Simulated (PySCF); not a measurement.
**C₆H₉NSi: density, localisation and related maps**

```yaml
atoms:
  - { symbol: C, position_ang: [3.3308, -0.1231, 0.3375] }
  - { symbol: C, position_ang: [2.1681, -0.7553, 0.4487] }
  - { symbol: C, position_ang: [0.8676, -0.1564, 0.2543] }
  - { symbol: C, position_ang: [0.5551, 1.1951, -0.0814] }
  - { symbol: C, position_ang: [-0.7964, 1.2837, -0.1668] }
  - { symbol: N, position_ang: [-1.3616, 0.0599, 0.0935] }
  - { symbol: Si, position_ang: [-3.0713, -0.2948, 0.1702] }
  - { symbol: C, position_ang: [-0.3368, -0.8065, 0.3530] }
  - { symbol: H, position_ang: [4.2680, -0.6294, 0.4924] }
  - { symbol: H, position_ang: [3.3900, 0.9220, 0.0869] }
  - { symbol: H, position_ang: [2.1498, -1.8087, 0.7022] }
  - { symbol: H, position_ang: [1.2554, 1.9910, -0.2392] }
  - { symbol: H, position_ang: [-1.4187, 2.1257, -0.3984] }
  - { symbol: H, position_ang: [-3.1897, -1.7252, -0.0977] }
  - { symbol: H, position_ang: [-3.7032, 0.5226, -0.8624] }
  - { symbol: H, position_ang: [-3.5742, 0.0450, 1.5036] }
  - { symbol: H, position_ang: [-0.5398, -1.8336, 0.5870] }
```

Geometry: GFN2-xTB.

All numbers below come from PBE0/pcSseg-1, SCF density, gas phase, non-relativistic in PySCF.

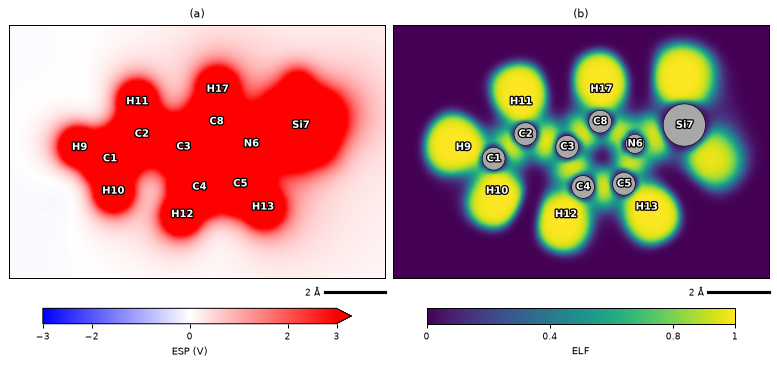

Figure 1. (a) molecular electrostatic potential; (b) ELF on the plane of atoms C2, C3 and C4. Grey discs cover the atomic cores in the ELF map.

**Interpret the plot.**

The plane passes through C, N, Si and H nuclei.
C–C (1.33 Å): the ELF peaks at about 0.95 between the atoms: a short, multiple covalent bond.
C–N (1.37 Å): the ELF peaks at about 0.90 between the atoms (a covalent bond).
Si–N (1.75 Å): the ELF peaks at about 0.95 between the atoms; a shared but strongly polarised pair.
C–H (1.07 Å): the ELF climbs to about 1 towards the hydrogen, as it does in any bond to H; an ordinary covalent bond to hydrogen.
C–C (1.37 Å): the ELF peaks at about 0.95 between the atoms, as expected for localised, covalent bonding.
The potential has no marked negative region in this plane.

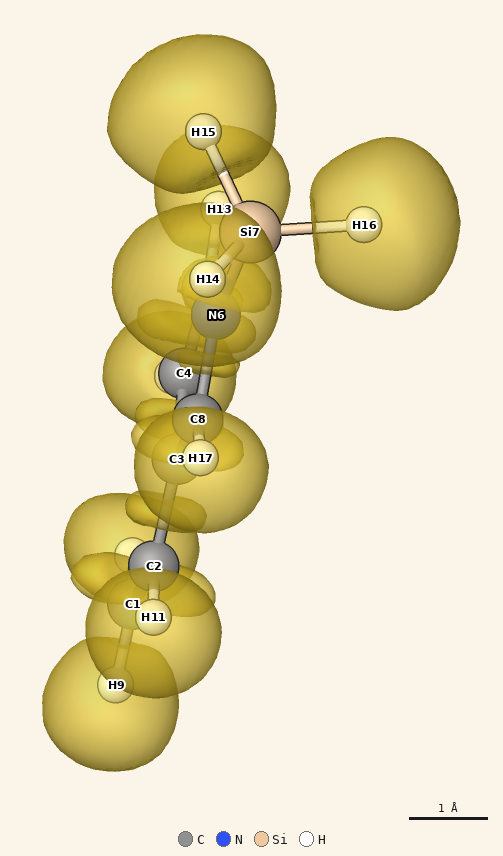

Figure 2. Isosurface of the electron localisation function at 0.85 (yellow), seen at an oblique angle. Core shells and regions of very low density are left out.

**What do the ELF domains correspond to?**

The surface consists of five regions between bonded C–C atoms (shared pairs), two regions between bonded C–N atoms (shared pairs), one region between bonded N–Si atoms (shared pairs) and nine regions around hydrogen nuclei.

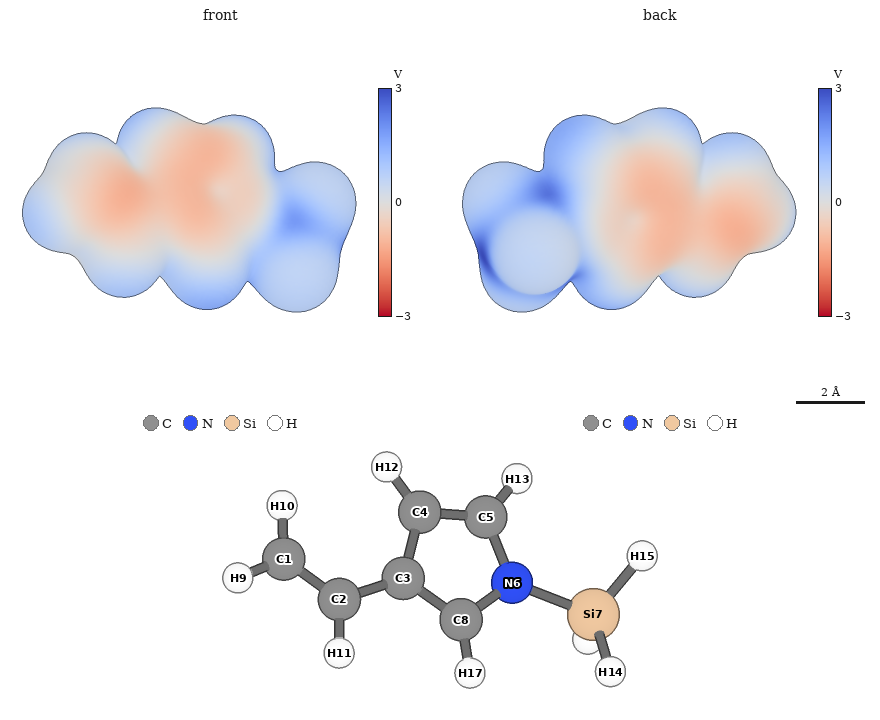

Figure 3. The molecular electrostatic potential painted on the density surface at 0.004 e/bohr³, seen from the front and from behind; the colour scale runs from red (negative) to blue (positive). The bare structure is drawn below in the same view.

**Describe the electrostatic potential map.**

The most negative region (about −1.1 V, or −25 kcal/mol for a unit charge) lies over the π face of C1 and C2, the most positive (about +2.7 V, or +62 kcal/mol for a unit charge) over Si7.
